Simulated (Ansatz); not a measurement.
**What TiGe (model cell, started as zinc blende) distorts into**

Aim: this structure of TiGe (model cell, started as zinc blende) is to be tested for unstable modes, and one is followed downhill.

Program: Ansatz 0.2.0. Level of theory: DFT PBE, scalar-relativistic, plane waves, PAW. Results are calculated unless marked as measured.

The structure was built from a prototype and need not be the compound's stable phase.

### 1. Starting point

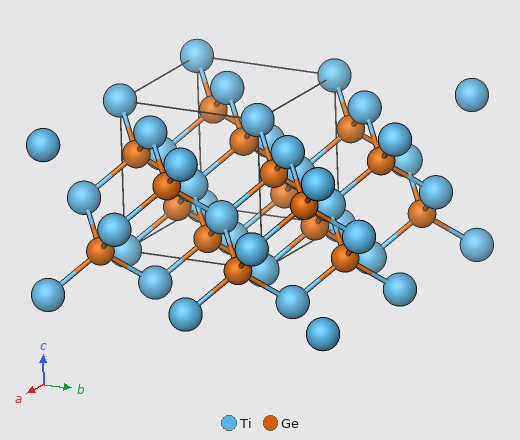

The starting structure, seen slightly off an axis (titanium blue, germanium orange). 2×2×1 cells are drawn. This picture shows the conventional cell, with its axes. Bonds to atoms that aren't drawn are left out. Some periodic images of atoms are drawn too.

### 2. Phonons on a q mesh

The cell comes from relaxations at this level that are not shown. Stability and thermal properties need the whole zone. Linear response on a 4×4×4 q mesh gives force constants as far as a supercell of that size would.

The input, input.yaml:

```yaml
crystal:
  lattice:
    - [0.0, 2.9230550389, 2.9230550389]
    - [2.9230550389, 0.0, 2.9230550389]
    - [2.9230550389, 2.9230550389, 0.0]
  atoms:
    - { symbol: Ti, position: [0.0, 0.0, 0.0] }
    - { symbol: Ge, position: [0.25, 0.25, 0.25] }
kpoints:
  mp_grid: { grid: [12, 12, 12] }
hamiltonian:
  xc: pbe
scf:
  occupations: { method: gaussian, width: 0.01 }
output:
  eigenvalues: true
phonons:
  method: dfpt
  qmesh: [4, 4, 4]
  temperatures: { t_max: 1000, t_step: 50 }
  qpath:
    path:
      - [[0.0, 0.0, 0.0], [-0.5, -0.5, 0.0], [-0.375, -0.375, 0.25]]
      - [[-0.375, 0.0, 0.375], [0.0, 0.0, 0.0], [0.0, 0.0, 0.5], [-0.5, -0.25, 0.25], [-0.5, -0.5, 0.0]]
    npoints: 10
```

Launch:

```console
$ ansatz run input.yaml --threads 4 --pin off --max-ram 7168MiB --backend cpu --events-out ev --progress --plain --runs-dir out
```

Numbers of over 12 decimals in the logs are rounded to 6 here.

What it wrote:

```text
Warning: phonons: the dynamical matrix that this run interpolates holds no multipole term above the dipole-dipole one, and a site of this crystal is no centre of inversion, so its interpolated transverse optical and acoustic branches and sound speeds can stay off near Gamma, and the density of states and the thermodynamics with them. What a run solves at a wave vector of phonons.qpoints, Gamma apart, where the deck admits one, is free of this, and under fd what a larger phonons.supercell samples
Engine: ansatz 0.2.0, aarch64-unknown-linux-gnu
Pseudopotentials: kind: paw
Pseudopotential: Ti, paw, valence charge 12, recommended cutoff 420 eV (normal), Ti.paw.azcp
Pseudopotential: Ge, paw, valence charge 14, recommended cutoff 420 eV (normal), Ge.paw.azcp
Functional definition: PBE
  parameter kappa = 0.804
  parameter beta = 0.066725
  exchange = pbe_x(kappa = kappa, mu = beta*pi^2/3)
  correlation = pbe_c(beta = beta)
Crystal: 2 atoms, lattice volume = 49.951 Å³
Basis set: ecut = 420 eV, 941 PW (Γ), exchange–correlation on 60×60×60 points (8 copies of the dense FFT grid, shifted against one another)
Bands: 17, of which v1, the nominal top of the filled ones, is band 13 counted from 1 (12 counted from 0)
Symmetry: 24 space group operations
k-points: 72 of 1728 (time reversal used)
Non-local potential: Ti, projectors of the file, l = 0: 3, l = 1: 2, l = 2: 3, l = 3: 1
Non-local potential: Ge, projectors of the file, l = 0: 2, l = 1: 2, l = 2: 3, l = 3: 1
PAW form: soft (Blöchl's): semilocal exchange-correlation on the pseudo side does not see the compensation charge
PAW one-centre angular grid: Ti, 590 points (default); XC on 64 Gauss nodes
PAW one-centre angular grid: Ge, 590 points (default); XC on 64 Gauss nodes
Initial density: superposition of atomic densities (neutral atoms: chi_scale 0, normalization atom), corrected by the library's trained network
Initial wavefunctions: pseudopotential atomic-orbital guess
Functional: x = pbe(κ = 0.804, μ = 0.219515), c = pbe(β = 0.066725)
SCF iter   1: F=—  HF=-6793.814259 eV  |F-HF|=—  |Δ(HF+E_count)|=         —  Δρ=6.07e-3  dr2=2.91e-2  ethr=1.77e-3  ⟨swp⟩=5.4  Hψ=5349  notcnv=0
preconditioner: auto → none  [insulator: Δε(μ)=0.290 eV  Ē_g=4.547 eV  σ=0.010 eV  W_gap=1.00  n_scr=14 (ndim 8)  ℏωp=14.9 eV  f_vac=0.002  D(μ)=0.00/eV (n_scr^D=0)  ε∞_Penn≈11.7]
SCF iter   2: F=—  HF=-6793.810745 eV  |F-HF|=—  |Δ(HF+E_count)|=   3.51e-3  Δρ=2.15e-3  dr2=2.56e-3  ethr=1.12e-4  ⟨swp⟩=2.0  Hψ=2085  notcnv=0
SCF iter   3: F=—  HF=-6793.810799 eV  |F-HF|=—  |Δ(HF+E_count)|=   5.33e-5  Δρ=4.80e-4  dr2=5.45e-5  ethr=9.84e-6  ⟨swp⟩=2.6  Hψ=2027  notcnv=0
SCF iter   4: F=—  HF=-6793.810803 eV  |F-HF|=—  |Δ(HF+E_count)|=   4.45e-6  Δρ=1.60e-4  dr2=6.69e-6  ethr=2.09e-7  ⟨swp⟩=2.0  Hψ=1872  notcnv=0
SCF iter   5: F=—  HF=-6793.810806 eV  |F-HF|=—  |Δ(HF+E_count)|=   3.23e-6  Δρ=1.54e-5  dr2=5.41e-8  ethr=2.57e-8  ⟨swp⟩=2.0  Hψ=1872  notcnv=0
SCF iter   6: F=—  HF=-6793.810804 eV  |F-HF|=—  |Δ(HF+E_count)|=   2.66e-6  Δρ=3.07e-6  dr2=2.44e-9  ethr=2.08e-10  ⟨swp⟩=2.0  Hψ=2088  notcnv=0
SCF iter   7: F=—  HF=-6793.810804 eV  |F-HF|=—  |Δ(HF+E_count)|=   5.03e-9  Δρ=3.91e-7  dr2=7.94e-11  ethr=9.38e-12  ⟨swp⟩=3.0  Hψ=2160  notcnv=0
SCF iter   8: F=-6793.810804 eV  HF=-6793.810804 eV  |F-HF|=5.46e-12  |Δ(HF+E_count)|=  1.82e-12  Δρ=1.05e-7  dr2=5.64e-12  ethr=1.00e-12  ⟨swp⟩=5.2  Hψ=4619  notcnv=0
SCF 1 converged in 8 iterations: F = -6793.810804 eV  dr2 = 5.64e-12
  greatest PAW one-centre occupation: 0.999 electrons in one spin orbital (limit 2), on the Ti atom at site 0 (counted from 0), in its partial waves of l = 0
Initial density: read from a saved state, or passed on in memory by an earlier SCF of this step, an earlier step, the calling program or the single point that the run made first
iter 1 solved again at ethr=4.20e-8 eV; its pass at ethr=3.10e-3 eV (dr2=1.09e-5 eV) is discarded
SCF iter   1: F=—  HF=-6793.810806 eV  |F-HF|=—  |Δ(HF+E_count)|=         —  Δρ=2.70e-7  dr2=3.95e-11  ethr=4.20e-8  ⟨swp⟩=3.0  Hψ=8688  notcnv=0
eigensolver tolerance schedule: the retry pair's looser diagonalisation over-reported the residual by 276475.78 of it (diagonalisation noise at an unbounded share of the residual, at the tolerance the schedule requests for it); recorded, not acted on — ethr = c·dr2/N_el stays at c = 1.0e-1
preconditioner: auto → none  [insulator: Δε(μ)=0.246 eV  Ē_g=4.494 eV  σ=0.010 eV  W_gap=1.00  n_scr=14 (ndim 8)  ℏωp=14.9 eV  f_vac=0.001  D(μ)=0.00/eV (n_scr^D=0)  ε∞_Penn≈11.9]
[...]
SCF iter   6: F=-6793.810804 eV  HF=-6793.810804 eV  |F-HF|=1.82e-12  |Δ(HF+E_count)|=    0.00e0  Δρ=3.16e-10  dr2=3.38e-17  ethr=1.00e-12  ⟨swp⟩=1.0  Hψ=1224  notcnv=0
SCF iter   7: F=-6793.810804 eV  HF=-6793.810804 eV  |F-HF|=0.00e0  |Δ(HF+E_count)|=  9.09e-13  Δρ=4.27e-10  dr2=9.95e-17  ethr=1.00e-12  ⟨swp⟩=1.0  Hψ=2736  notcnv=0
SCF 2 converged in 7 iterations: F = -6793.810804 eV  dr2 = 9.95e-17
k-points: 280 of 1728 (irreducible under 4 space group operations, time reversal used)
iter 1 solved again at ethr=7.40e-10 eV; its pass at ethr=3.10e-3 eV (dr2=1.92e-7 eV) is discarded
SCF iter   1: F=—  HF=-6793.810804 eV  |F-HF|=—  |Δ(HF+E_count)|=         —  Δρ=1.27e-8  dr2=8.11e-14  ethr=7.40e-10  ⟨swp⟩=3.0  Hψ=34766  notcnv=0  defer=332
eigensolver tolerance schedule: the retry pair's looser diagonalisation over-reported the residual by 2370378.68 of it (diagonalisation noise at 1.30 of the residual, at the tolerance the schedule requests for it); recorded, not acted on — ethr = c·dr2/N_el stays at c = 1.0e-1
preconditioner: auto → none  [insulator: Δε(μ)=0.246 eV  Ē_g=4.494 eV  n_scr=14 (ndim 8)  ℏωp=14.9 eV  f_vac=0.001  ε∞_Penn≈11.9]
SCF iter   2: F=-6793.810804 eV  HF=-6793.810804 eV  |F-HF|=9.09e-13  |Δ(HF+E_count)|=  2.82e-10  Δρ=2.90e-8  dr2=6.04e-13  ethr=1.00e-12  ⟨swp⟩=5.2  Hψ=15466  notcnv=0
SCF 3 converged in 2 iterations: F = -6793.810804 eV  dr2 = 6.04e-13
NSCF: frozen V_eff on 6 k-points
DFPT response loops at Γ: preconditioner auto → none (the input reference at scf.mixing.eps_inf says where Resta's filter doesn't serve); β = 0.50; Broyden in place of MSR1
── the response to a field inside a basis, on 12×12×12 k-points: an SCF that follows is theirs, and a resumed run solves both again ──
Bands: 14, of which v1, the nominal top of the filled ones, is band 13 counted from 1 (12 counted from 0)
k-points: 182 of 1728 (irreducible under 6 space group operations, time reversal used)
Initial density: handed on by an earlier stage of this run
Initial wavefunctions: pseudopotential atomic-orbital guess (no wavefunctions were taken with the density)
[...]
SCF iter   4: F=—  HF=-6793.808843 eV  |F-HF|=—  |Δ(HF+E_count)|=   1.97e-8  Δρ=1.55e-5  dr2=1.95e-7  ethr=3.33e-10
SCF iter   5: F=-6793.808843 eV  HF=-6793.808843 eV  |F-HF|=5.48e-10  |Δ(HF+E_count)|=   2.95e-8  Δρ=2.94e-6  dr2=1.88e-9  ethr=3.33e-10
SCF 1 converged in 5 iterations: F = -6793.808843 eV  dr2 = 1.88e-9
DFPT response loops at Γ: mixed as the last ones told, above
NSCF: frozen V_eff on 72 k-points
NSCF: frozen V_eff on 163 k-points
DFPT response loops at q = (0, 0, 0) (fractional): mixed as the last ones told, above
NSCF: frozen V_eff on 1872 k-points
DFPT response loops at q = (0, 0, 0.25) (fractional): preconditioner auto → Resta (q_TF=auto, 2.447 Å⁻¹)  ε∞=15.6 (no band partly filled); β = 1.00, the filter's whole step (`scf.mixing.beta` (0.50) is not read by the response loops at its default; to damp them type it under 1.00, their step now; it binds the ground state too); Broyden in place of MSR1
NSCF: frozen V_eff on 952 k-points
DFPT response loops at q = (0, 0, -0.5) (fractional): mixed as the last ones told, above
NSCF: frozen V_eff on 1020 k-points
DFPT response loops at q = (0, 0.25, 0.25) (fractional): mixed as the last ones told, above
NSCF: frozen V_eff on 3456 k-points
DFPT response loops at q = (0, 0.25, -0.5) (fractional): mixed as the last ones told, above
NSCF: frozen V_eff on 1872 k-points
DFPT response loops at q = (0, 0.25, -0.25) (fractional): mixed as the last ones told, above
NSCF: frozen V_eff on 560 k-points
DFPT response loops at q = (0, -0.5, -0.5) (fractional): mixed as the last ones told, above
NSCF: frozen V_eff on 1020 k-points
DFPT response loops at q = (0.25, -0.5, -0.25) (fractional): mixed as the last ones told, above
SCF converged after 8 iterations
Free energy (F): -6793.810804 eV
Harris-Foulkes:  -6793.810804 eV  (|F-HF|=5.46e-12)
Internal energy: -6793.810804 eV  (E = F + TS)
E sigma→0 (E₀):  -6793.810804 eV
Fermi energy:    7.151807 eV
--- Per-component energies (eV) ---
  E_band       = -381.518906
  E_kinetic    = 381.739161
  E_local      = -3701.641738  (includes V_loc(G=0)·N_el)
  E_nonlocal   = 426.752357
  E_hartree    = 1589.182974
  E_xc         = -171.844655
  E_vxc        = -184.829133  (∫ρ·V_xc dr)
  E_paw        = -3066.337700  (= ΣΔE_a)
  E_vpaw       = -481.905898  (= ΣTr[D̂ρ^β])
  E_aug_tail   = 0.000431  (compensation charges beyond the density's cutoff)
  E_ewald      = -2251.661634
  E_smearing   = -0.000000  (= −TS)
  E_closure    = -0.000000  (closes the sum)
  Σ components = -6793.810804   (vs F -6793.810804, Δ=0.00e0)
--- Band table (eV; the first three rows and the last of 72) ---
  k-point 0: bands = [... 9 lower, -1.5469, 6.0925, 6.0925, 6.0925, 8.1286, 8.1286, 11.8806, 13.1769]
  k-point 1: bands = [... 9 lower, -1.4798, 5.9774, 6.1186, 6.1186, 8.1125, 8.1125, 11.7685, 12.9422]
  k-point 2: bands = [... 9 lower, -1.2874, 5.6789, 6.1863, 6.1863, 8.0835, 8.0835, 11.0716, 12.6197]
  k-point 71: bands = [... 9 lower, 0.1558, 5.2359, 5.7168, 6.8769, 7.2869, 8.1278, 8.5806, 9.0601]
--- Phonons (Γ-DFPT): 2 representative perturbations + reference (Σ response iterations 6) ---
  ASR residual: 3.857e-5 → 0.000e0 eV/Å²; symmetrization residual: 5.683e-6 eV/Å²
  ASR residual per site (eV/Å²): 3.86e-5 8.41e-6
  Γ frequencies (cm⁻¹): 0.00 0.00 0.00 243.07 243.07 243.07
  Unit cell's response to a homogeneous field: 3 representative field directions (Σ response iterations 15)
  ε∞ (high-frequency dielectric tensor):
       32.535980    -0.000000    -0.000000
       -0.000000    32.535980    -0.000000
       -0.000000    -0.000000    32.535980
  ε⁰ (static dielectric tensor): not given — the deck does not say what the cell's rigid motions are, and on a molecule in a box or a wire the rigid rotations would enter the sum over the modes at Γ. For a crystal or a slab, whose only rigid motions are the translations, set phonons.rigid_motions: translations.
  Born effective charges Z* (e; rows j = field, columns β = displacement):
    site 0:
         4.46820    0.00000    0.00000
         0.00000    4.46820    0.00000
        -0.00000    0.00000    4.46820
    site 1:
        -4.46820   -0.00000   -0.00000
        -0.00000   -4.46820   -0.00000
         0.00000   -0.00000   -4.46820
  Z* charge neutrality: 2.435e-3 e pre-enforcement
  solved inside a basis spanned on the 12×12×12 k-mesh, on 12×12×12 k-points, its susceptibility summed on 16×16×16: ε∞ is read to err by 1.2e-1, Z* by 2.3e-2 e; Z* is corrected for what the basis lacks
  optical modes at Γ without the LO–TO term, one row a degenerate level:
      ω (cm⁻¹)  modes    IR ((D/Å)²/amu)
        243.07      3            47.8930
  optical modes at Γ + LO–TO along q̂ = [1.0000, 0.0000, 0.0000]:
      ω (cm⁻¹)  modes    IR ((D/Å)²/amu)
        243.07      2            31.9286
        282.90      1            15.9643
  optical modes at Γ + LO–TO along q̂ = [0.0000, 1.0000, 0.0000]:
      ω (cm⁻¹)  modes    IR ((D/Å)²/amu)
        243.07      2            31.9286
        282.90      1            15.9643
  optical modes at Γ + LO–TO along q̂ = [0.0000, 0.0000, 1.0000]:
      ω (cm⁻¹)  modes    IR ((D/Å)²/amu)
        243.07      2            31.9286
        282.90      1            15.9643
--- Phonons (arbitrary-q DFPT): 8 irreducible q on the 4×4×4 mesh ---
  q = [0.0000, 0.0000, 0.0000] (star 1, of the zone-centre solve; hermiticity 1.81e-6, symmetrization 7.23e-13): -0.00 -0.00 0.00 243.07 243.07 243.07
  q = [0.0000, 0.0000, 0.2500] (star 8, 2 solved perturbations on 936 of 1728 k-point pairs; hermiticity 1.54e-6, symmetrization 8.72e-13): -23.01 -23.01 86.76 248.44 248.44 271.92
  q = [0.0000, 0.0000, -0.5000] (star 4, 2 solved perturbations on 476 of 1728 k-point pairs; hermiticity 1.94e-6, symmetrization 1.15e-12): -23.65 -23.65 129.33 248.78 253.81 253.81
  q = [0.0000, 0.2500, 0.2500] (star 6, 4 solved perturbations in 1608 linear systems a pass and spin channel, the states on 510 of 1728 k-point pairs; hermiticity 1.01e-6, symmetrization 5.20e-13): -29.41 -29.41 100.51 241.86 241.86 267.36
  q = [0.0000, 0.2500, -0.5000] (star 24, 4 solved perturbations in 5328 linear systems a pass and spin channel, the states on 1728 of 1728 k-point pairs; hermiticity 8.88e-7, symmetrization 8.89e-13): -32.61 -24.88 152.36 234.86 241.99 245.55
  q = [0.0000, 0.2500, -0.2500] (star 12, 4 solved perturbations in 2892 linear systems a pass and spin channel, the states on 936 of 1728 k-point pairs; hermiticity 1.66e-6, symmetrization 5.53e-13): -27.30 -24.75 135.14 237.51 249.50 250.80
  q = [0.0000, -0.5000, -0.5000] (star 3, 4 solved perturbations in 886 linear systems a pass and spin channel, the states on 280 of 1728 k-point pairs; hermiticity 5.20e-7, symmetrization 5.73e-13): -24.81 -24.81 175.58 218.96 235.76 235.76
  q = [0.2500, -0.5000, -0.2500] (star 6, 4 solved perturbations in 1544 linear systems a pass and spin channel, the states on 510 of 1728 k-point pairs; hermiticity 4.71e-7, symmetrization 6.06e-13): -30.58 -29.59 180.23 212.53 231.36 243.56
  sum rule: each row above includes the acoustic sum rule's correction from the zone centre's row sums; it moved no ω² by more than (0.47 cm⁻¹)²
  mesh force constants: q→R imaginary residual 2.58e-18; ASR residual 3.857e-5 → 0.000e0 eV/Å²; symmetrization residual 5.329e-15 eV/Å²
  interpolated dispersion: 63 rows × 6 modes
  density of states and harmonic sums: on the 20×20×20 q-mesh, interpolated from the force constants of a 4×4×4 supercell (with the dipole–dipole term)
  largest difference from the sums on the solved wave vectors: F 4.43e-3 eV, S 5.77e-6 and C_V 1.48e-6 eV/K
  zero-point energy: 0.053801 eV/cell   skipped modes (ω ≤ 0): 513, of them read as no rigid motion or as one in doubt: 510 (2.000e0 modes/cell left out, lowest -37.68 cm⁻¹)   left out of the sums: 3.33e-1 of the cell's modes: C_V's classical limit lies that fraction below 3 k_B per atom; for a crystal, a wire or a layer, F and S can be off by more, and a phonons.interpolated_qmesh denser along its periods is the remedy for the sampling
```

Elapsed: 12 min, on 4 threads of Arm Neoverse N1, shared host; peak memory 3.4 GiB.

Reading the cycles: dr2 is the Hartree energy of the density residual (eV), the measure of convergence; HF is the Harris–Foulkes estimate of the energy, which meets the free energy F at convergence.

This step gave:

```
gap on the k-mesh                                       : 0.2457 eV
volume per atom                                         : 24.98 Å³
sum-rule residual before enforcement                    : 3.86e-5 eV/Å²
lowest frequency on the path                            : -37.85 cm⁻¹
point group                                             : -43m
highest frequency on the path or at a solved wavevector : 282.9 cm⁻¹
highest optical mode at the zone centre (no LO-TO term) : 243.1 cm⁻¹
lowest optical zone-centre mode                         : 243.1 cm⁻¹
lowest mode on the q mesh (acoustic modes at Γ apart)   : -32.61 cm⁻¹
```

Frequencies (cm⁻¹) solved at each irreducible wavevector; negative means imaginary. Frequencies by wavevector, by row:

```
q in reciprocal lattice units  star  mode 1  mode 2  mode 3  mode 4  mode 5  mode 6
                        0 0 0     1       0       0       0   243.1   243.1   243.1
                     0 0 0.25     8     -23     -23    86.8   248.4   248.4   271.9
                     0 0 -0.5     4   -23.6   -23.6   129.3   248.8   253.8   253.8
                  0 0.25 0.25     6   -29.4   -29.4   100.5   241.9   241.9   267.4
                  0 0.25 -0.5    24   -32.6   -24.9   152.4   234.9     242   245.6
                 0 0.25 -0.25    12   -27.3   -24.8   135.1   237.5   249.5   250.8
                  0 -0.5 -0.5     3   -24.8   -24.8   175.6     219   235.8   235.8
              0.25 -0.5 -0.25     6   -30.6   -29.6   180.2   212.5   231.4   243.6
```

Interpolated from a 4×4×4 q mesh, with the LO-TO term (at Γ the limit along the path; where Γ stands inside the path, tables give the limit on arrival). The phonon branches at the labelled points (cm⁻¹):

```
    point  branch 1  branch 2  branch 3  branch 4  branch 5  branch 6
        Γ         0         0         0       243       243       283
        X       -25       -25       176       219       236       236
        U       -35       -28       173       220       234       244
jump to K       -35       -28       173       220       234       244
        Γ         0         0         0       243       243       283
        L       -24       -24       129       249       254       254
        W       -31       -30       180       212       231       244
        X       -25       -25       176       219       236       236
```

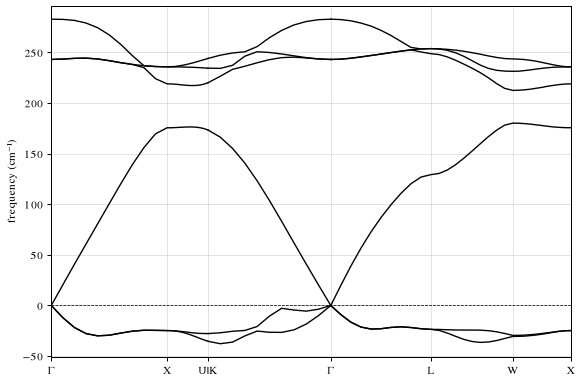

Phonon branches along the path.

Symmetry leaves 8 wavevectors to solve. The lowest mode among them, the acoustic zeros apart, lies at q = (0, 0.25, -0.5) and is imaginary, 32.6i cm⁻¹, so the energy falls along it. Between them the interpolated path dips to 38i cm⁻¹.

(Part 1 of 3 ends here.)

[Logs are printed without paths, hosts, clocks, repeated set-up lines and the standing remarks that a program may print on its own settings, such as how far it seeks lower states.]

[Hosts, paths, dates, database ids (printed as entryN), source tags and the programs' standing remarks are cut or masked in the printed files.]
